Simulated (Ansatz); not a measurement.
```xyz
9

Ga   -0.1048   -0.4257   -0.0802
H    -0.1003   -0.5257    1.4916
O     1.4119   -0.3425   -1.0499
H     2.2044   -0.4763   -0.4995
O    -1.5594   -0.4650   -1.1292
H    -2.3821   -0.4453   -0.6078
O    -0.0265    2.1696    1.3770
H     0.8851    2.4042    1.1133
H     0.0953    1.2987    1.8396
```

Not at a stationary point (largest force 0.7 eV/Å).

Method: RKS PBE-D4/def2-SVP (Ansatz).

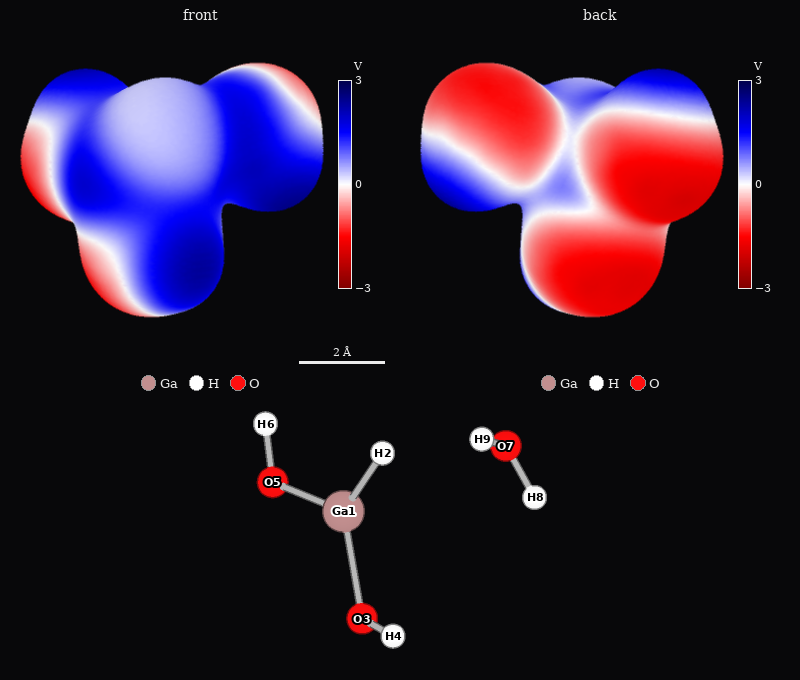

GaH₃O₂···H₂O. The electrostatic potential painted on the density surface at 0.002 e/bohr³, seen from the front and from behind; the colour scale runs from red (negative) to blue (positive). The bare structure is drawn below in the same view.

Where is the surface potential most negative and most positive?

Answer. The most negative region (about −1.9 V, or −44 kcal/mol for a unit charge) lies over O5, the most positive (about +2.4 V, or +55 kcal/mol for a unit charge) over H8. O5 is the likeliest acceptor of a hydrogen bond.
